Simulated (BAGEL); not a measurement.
# CH4ClSi (SMILES C[SiH]Cl) at UHF/6-31G(d) (density fitting with qzvpp-jkfit, spherical functions)

What is the energy change on altering one bond length of CH4ClSi at UHF/6-31G* (density fitting with qzvpp-jkfit, spherical functions)? 

The calculation is run with BAGEL 1.2.2.

3 further runs of the same task are left out: 1 that didn't finish, 2 set aside as unsound or not needed. Runs told in other sessions of the task aren't counted.

### Step 1. The molecule

CH4ClSi: 7 atoms, total charge 0, spin state doublet. SMILES: `C[SiH]Cl`. The shape is that of a PBE0-D4/def2-TZVP optimisation.

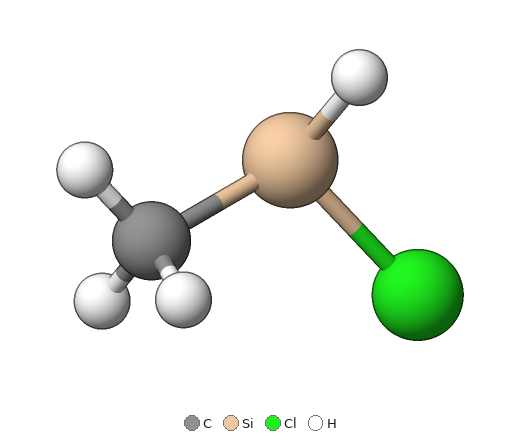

Viewed from a chosen angle; carbon grey, silicon light orange, chlorine green, hydrogen white.

### Step 2. A single-point energy at UHF/6-31G(d) (density fitting with qzvpp-jkfit, spherical functions)

File calc.json:

```json
{ "bagel": [

{
  "title": "molecule",
  "basis": "6-31gs.json",
  "df_basis": "qzvpp-jkfit",
  "angstrom": "true",
  "geometry": [
    { "atom": "C", "xyz": [   -0.636800,    0.463300,   -0.329000 ] },
    { "atom": "Si", "xyz": [    1.003800,   -0.393300,   -0.087600 ] },
    { "atom": "Cl", "xyz": [    0.685200,   -2.302900,    0.627600 ] },
    { "atom": "H", "xyz": [   -0.475300,    1.484500,   -0.682800 ] },
    { "atom": "H", "xyz": [   -1.182000,    0.503000,    0.618400 ] },
    { "atom": "H", "xyz": [   -1.249200,   -0.066600,   -1.060300 ] },
    { "atom": "H", "xyz": [    1.854400,    0.312100,    0.913700 ] }
  ]
},
{
  "title": "uhf",
  "nopen": 1
},
{
  "title": "print",
  "file": "orbitals.molden",
  "orbitals": "true"
}

]}
```

The basis set 6-31G* is read from a file made from the Basis Set Exchange's data (not shown).

On the command line:

```
$ BAGEL_NUM_THREADS=1 BAGEL calc.json > calc.out
```

Standard output:

```text
* using 1 threads per process

  ===============================================================
  ===============================================================

  *** Geometry ***

  { "atom" : "C", "xyz" : [     -1.203378,      0.875510,     -0.621720 ] },
  { "atom" : "Si", "xyz" : [      1.896907,     -0.743229,     -0.165540 ] },
  { "atom" : "Cl", "xyz" : [      1.294840,     -4.351850,      1.185992 ] },
  { "atom" : "H", "xyz" : [     -0.898187,      2.805298,     -1.290305 ] },
  { "atom" : "H", "xyz" : [     -2.233656,      0.950532,      1.168607 ] },
  { "atom" : "H", "xyz" : [     -2.360646,     -0.125856,     -2.003677 ] },
  { "atom" : "H", "xyz" : [      3.504308,      0.589784,      1.726643 ] },

  Number of auxiliary basis functions:      403

  Since a DF basis is specified, we compute 2- and 3-index integrals:
    o Being stored without compression. Storage requirement is 0.011 GB

  Number of basis functions:       58
  Number of electrons      :       41

    * METHOD: MOLECULE                             0.12

  *** Open-shell HF ***

  === Nuclear Repulsion ===
   137.4512773029

      * DIIS with orbital gradients will be used.

  === UHF iteration (6-31gs.json) ===
      0       -788.52072987          0.02759417           0.05
      1       -788.59633712          0.01058957           0.05
      2       -788.60707731          0.00424910           0.05
      3       -788.60894594          0.00104199           0.05
      4       -788.60926591          0.00024441           0.05
      5       -788.60929417          0.00010741           0.05
      6       -788.60930598          0.00002546           0.05
      7       -788.60930775          0.00001007           0.05
      8       -788.60930826          0.00000257           0.05
      9       -788.60930831          0.00000101           0.05
     10       -788.60930831          0.00000035           0.05
     11       -788.60930832          0.00000013           0.05
     12       -788.60930832          0.00000006           0.05
     13       -788.60930832          0.00000003           0.05
     14       -788.60930832          0.00000001           0.05
    * SCF iteration converged.

    * S^2 (UHF) is 0.7527

    * Permanent dipole moment:
           (    0.158942,    -0.877930,     0.358075) a.u.

    * METHOD: UHF                                  0.85

    * METHOD: PRINT                                0.01

  ===============================================================
```

Wall time 1.1 s (1 thread of Arm Neoverse V2, shared host).

### Step 3. The distorted shape at the same level

File input.json:

```json
{ "bagel" : [

{
  "title" : "molecule",
  "basis" : "6-31gs.json",
  "df_basis" : "qzvpp-jkfit",
  "angstrom" : true,
  "geometry" : [
    { "atom" : "C", "xyz" : [   -0.555002,    0.457344,   -0.471142 ] },
    { "atom" : "Si", "xyz" : [    1.085598,   -0.399256,   -0.229742 ] },
    { "atom" : "Cl", "xyz" : [    0.766998,   -2.308856,    0.485458 ] },
    { "atom" : "H", "xyz" : [   -0.393502,    1.478544,   -0.824942 ] },
    { "atom" : "H", "xyz" : [   -1.182000,    0.503000,    0.618400 ] },
    { "atom" : "H", "xyz" : [   -1.167402,   -0.072556,   -1.202442 ] },
    { "atom" : "H", "xyz" : [    1.936198,    0.306144,    0.771558 ] }
  ]
},
{ "title" : "uhf", "nopen" : 1 },
{ "title" : "print", "file" : "orbitals.molden", "orbitals" : true }

]}
```

The basis set 6-31G* is read from a file made from the Basis Set Exchange's data (not shown).

On the command line:

```
$ BAGEL_NUM_THREADS=1 BAGEL input.json > input.out
```

Standard output:

```text
* using 1 threads per process

  ===============================================================
  ===============================================================

  *** Geometry ***

  { "atom" : "C", "xyz" : [     -1.048802,      0.864255,     -0.890329 ] },
  { "atom" : "Si", "xyz" : [      2.051483,     -0.754484,     -0.434149 ] },
  { "atom" : "Cl", "xyz" : [      1.449416,     -4.363106,      0.917383 ] },
  { "atom" : "H", "xyz" : [     -0.743611,      2.794043,     -1.558914 ] },
  { "atom" : "H", "xyz" : [     -2.233656,      0.950532,      1.168607 ] },
  { "atom" : "H", "xyz" : [     -2.206070,     -0.137111,     -2.272286 ] },
  { "atom" : "H", "xyz" : [      3.658884,      0.578528,      1.458033 ] },

  Number of auxiliary basis functions:      403

  Since a DF basis is specified, we compute 2- and 3-index integrals:
    o Being stored without compression. Storage requirement is 0.011 GB

  Number of basis functions:       58
  Number of electrons      :       41

    * METHOD: MOLECULE                             0.12

  *** Open-shell HF ***

  === Nuclear Repulsion ===
   136.8473575670

      * DIIS with orbital gradients will be used.

  === UHF iteration (6-31gs.json) ===
      0       -788.50955725          0.02670967           0.05
      1       -788.58237410          0.01021540           0.05
      2       -788.59279760          0.00424585           0.05
      3       -788.59464747          0.00105135           0.05
      4       -788.59498054          0.00026405           0.05
      5       -788.59501014          0.00011221           0.05
      6       -788.59502286          0.00002529           0.05
      7       -788.59502458          0.00001013           0.05
      8       -788.59502510          0.00000269           0.05
      9       -788.59502516          0.00000103           0.05
     10       -788.59502516          0.00000035           0.05
     11       -788.59502516          0.00000015           0.05
     12       -788.59502516          0.00000008           0.05
     13       -788.59502516          0.00000004           0.05
     14       -788.59502516          0.00000002           0.05
     15       -788.59502516          0.00000001           0.05
     16       -788.59502516          0.00000001           0.05
    * SCF iteration converged.

    * S^2 (UHF) is 0.7531

    * Permanent dipole moment:
           (    0.127238,    -0.869983,     0.389187) a.u.

    * METHOD: UHF                                  0.98

    * METHOD: PRINT                                0.01

  ===============================================================
```

Wall time 1.2 s (1 thread of Arm Neoverse V2, shared host).

### Step 4. Summary of results

At UHF/6-31G* (density fitting with qzvpp-jkfit, spherical functions):

| quantity | value |
| --- | --- |
| first shape: total energy | -788.60931 Eh |
| first shape: dipole moment | 2.44 D |
| first shape: ⟨S²⟩ | 0.753 |
| distorted shape: total energy | -788.59503 Eh |
| distorted shape: dipole moment | 2.44 D |
| distorted shape: ⟨S²⟩ | 0.753 |
| energy change with the C1–H5 bond stretched from 1.094 to 1.258 Å | 0.389 eV |

What this shows: With the C1–H5 bond stretched from 1.094 to 1.258 Å the energy rises by 0.39 eV (37.5 kJ/mol). The first shape isn't relaxed at this level, so the change isn't measured from a minimum.
